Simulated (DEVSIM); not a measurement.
Structure: Ru/HfO2/p-Ge capacitor, at 500 K.

```tsv
layer (left to right)	material	thickness (nm)	Na (cm⁻³)
1	HfO2	11.0	-
2	Ge	700	7.3e17
```

Metal gate on the left, work function 4.7 eV. Fixed charge at the semiconductor interface -3.8e10 cm⁻² (in units of +e); no interface traps.

This is a model device: material constants are rounded textbook-type values typed into the input, and sizes, dopings and lifetimes were drawn at random. Values at 300 K; Nc and Nv go as T^1.5, mobilities as T to minus their exponent, the gap by Varshni's rule with the affinity fixed.

```csv
parameter,HfO2,Ge
gap (eV),5.7,0.664
affinity (eV),2.5,4
permittivity,22,16
Nc (cm⁻³),-,1.04e19
Nv (cm⁻³),-,6e18
Varshni α (eV/K),-,0.000477
Varshni β (K),-,235
```

Simulated with DEVSIM: 1D Poisson equation in equilibrium, Boltzmann statistics, complete ionisation; no quantum confinement or tunnelling. Metal contacts follow the ideal Schottky-Mott rule: no Fermi-level pinning, no interface dipoles.

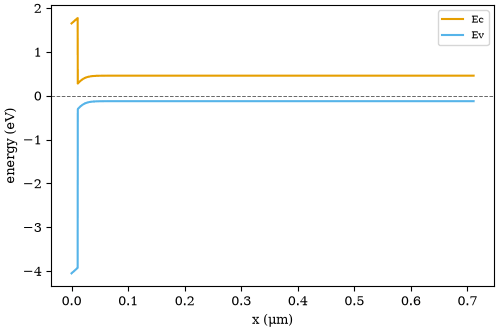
Band edges at 0.55 V on the gate

Energies count from the Fermi level of the right contact; mesh points crowd at the junctions.

```json
[
 {"x (μm)": "0.000", "Ec (eV)": "1.650", "Ev (eV)": "-4.050", "n (cm⁻³)": "< 1e2", "p (cm⁻³)": "< 1e2", "field (V/cm)": "110000"},
 {"x (μm)": "0.001042", "Ec (eV)": "1.662", "Ev (eV)": "-4.038", "n (cm⁻³)": "< 1e2", "p (cm⁻³)": "< 1e2", "field (V/cm)": "110000"},
 {"x (μm)": "0.002816", "Ec (eV)": "1.682", "Ev (eV)": "-4.018", "n (cm⁻³)": "< 1e2", "p (cm⁻³)": "< 1e2", "field (V/cm)": "110000"},
 {"x (μm)": "0.005500", "Ec (eV)": "1.713", "Ev (eV)": "-3.987", "n (cm⁻³)": "< 1e2", "p (cm⁻³)": "< 1e2", "field (V/cm)": "110000"},
 {"x (μm)": "0.009078", "Ec (eV)": "1.754", "Ev (eV)": "-3.946", "n (cm⁻³)": "< 1e2", "p (cm⁻³)": "< 1e2", "field (V/cm)": "110000"},
 {"x (μm)": "0.01048", "Ec (eV)": "1.770", "Ev (eV)": "-3.930", "n (cm⁻³)": "< 1e2", "p (cm⁻³)": "< 1e2", "field (V/cm)": "110000"},
 {"x (μm)": "0.01136", "Ec (eV)": "0.281", "Ev (eV)": "-0.301", "n (cm⁻³)": "3.3e16", "p (cm⁻³)": "1.2e16", "field (V/cm)": "150000"},
 {"x (μm)": "0.01351", "Ec (eV)": "0.312", "Ev (eV)": "-0.270", "n (cm⁻³)": "1.6e16", "p (cm⁻³)": "2.4e16", "field (V/cm)": "130000"},
 {"x (μm)": "0.01705", "Ec (eV)": "0.354", "Ev (eV)": "-0.228", "n (cm⁻³)": "6.1e15", "p (cm⁻³)": "6.4e16", "field (V/cm)": "100000"},
 {"x (μm)": "0.02402", "Ec (eV)": "0.409", "Ev (eV)": "-0.173", "n (cm⁻³)": "1.7e15", "p (cm⁻³)": "2.3e17", "field (V/cm)": "57000"},
 {"x (μm)": "0.03679", "Ec (eV)": "0.448", "Ev (eV)": "-0.134", "n (cm⁻³)": "6.7e14", "p (cm⁻³)": "5.8e17", "field (V/cm)": "13000"},
 {"x (μm)": "0.07695", "Ec (eV)": "0.458", "Ev (eV)": "-0.124", "n (cm⁻³)": "5.4e14", "p (cm⁻³)": "7.3e17", "field (V/cm)": "55"},
 {"x (μm)": "0.1417", "Ec (eV)": "0.458", "Ev (eV)": "-0.124", "n (cm⁻³)": "5.4e14", "p (cm⁻³)": "7.3e17", "field (V/cm)": "≈ 0"},
 {"x (μm)": "0.2691", "Ec (eV)": "0.458", "Ev (eV)": "-0.124", "n (cm⁻³)": "5.4e14", "p (cm⁻³)": "7.3e17", "field (V/cm)": "≈ 0"},
 {"x (μm)": "0.5144", "Ec (eV)": "0.458", "Ev (eV)": "-0.124", "n (cm⁻³)": "5.4e14", "p (cm⁻³)": "7.3e17", "field (V/cm)": "≈ 0"},
 {"x (μm)": "0.6116", "Ec (eV)": "0.458", "Ev (eV)": "-0.124", "n (cm⁻³)": "5.4e14", "p (cm⁻³)": "7.3e17", "field (V/cm)": "≈ 0"},
 {"x (μm)": "0.6610", "Ec (eV)": "0.458", "Ev (eV)": "-0.124", "n (cm⁻³)": "5.4e14", "p (cm⁻³)": "7.3e17", "field (V/cm)": "≈ 0"},
 {"x (μm)": "0.6852", "Ec (eV)": "0.458", "Ev (eV)": "-0.124", "n (cm⁻³)": "5.4e14", "p (cm⁻³)": "7.3e17", "field (V/cm)": "≈ 0"},
 {"x (μm)": "0.7014", "Ec (eV)": "0.458", "Ev (eV)": "-0.124", "n (cm⁻³)": "5.4e14", "p (cm⁻³)": "7.3e17", "field (V/cm)": "≈ 0"},
 {"x (μm)": "0.7067", "Ec (eV)": "0.458", "Ev (eV)": "-0.124", "n (cm⁻³)": "5.4e14", "p (cm⁻³)": "7.3e17", "field (V/cm)": "≈ 0"},
 {"x (μm)": "0.7094", "Ec (eV)": "0.458", "Ev (eV)": "-0.124", "n (cm⁻³)": "5.4e14", "p (cm⁻³)": "7.3e17", "field (V/cm)": "≈ 0"},
 {"x (μm)": "0.7110", "Ec (eV)": "0.458", "Ev (eV)": "-0.124", "n (cm⁻³)": "5.4e14", "p (cm⁻³)": "7.3e17", "field (V/cm)": "≈ 0"}
]
```
